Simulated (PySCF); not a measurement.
```yaml
atoms:
  - { symbol: Si, position_ang: [-1.0267, -1.5122, 0.9930] }
  - { symbol: N, position_ang: [-0.7878, -0.0047, 0.1080] }
  - { symbol: Si, position_ang: [-2.1729, 1.0167, -0.2209] }
  - { symbol: Si, position_ang: [0.7291, 0.6423, -0.3879] }
  - { symbol: C, position_ang: [2.1280, -0.5786, 0.0846] }
  - { symbol: Cl, position_ang: [2.1908, -0.7986, 1.8384] }
  - { symbol: Cl, position_ang: [3.6518, 0.1247, -0.4776] }
  - { symbol: H, position_ang: [-0.1200, -2.5378, 0.4836] }
  - { symbol: H, position_ang: [-0.9564, -1.2624, 2.4281] }
  - { symbol: H, position_ang: [-2.2410, 1.2265, -1.6655] }
  - { symbol: H, position_ang: [-3.3319, 0.2972, 0.2943] }
  - { symbol: H, position_ang: [-1.9848, 2.3062, 0.4425] }
  - { symbol: H, position_ang: [1.0504, 1.8841, 0.3138] }
  - { symbol: H, position_ang: [0.8000, 0.7760, -1.8442] }
  - { symbol: H, position_ang: [2.0671, -1.5714, -0.3548] }
```

Geometry: GFN2-xTB.

Computed with UKS B3LYP, pcH-1 on C Cl H N Si, non-relativistic, mean-field spin-orbit, GIAO in PySCF.

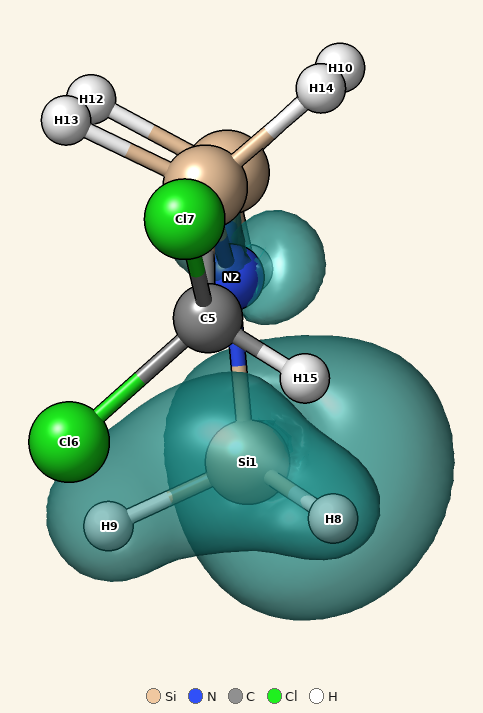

CH₈Cl₂NSi₃ (SMILES [SiH2]N([SiH3])[SiH2]C(Cl)Cl) (doublet). Isosurface of the spin density at +0.015 e/Å³ (teal), seen at an oblique angle.

Describe the spin distribution.

Answer. The unpaired spin (1 electron) lies mostly on Si1 (about 0.8), in electrons by Hirshfeld's partition.
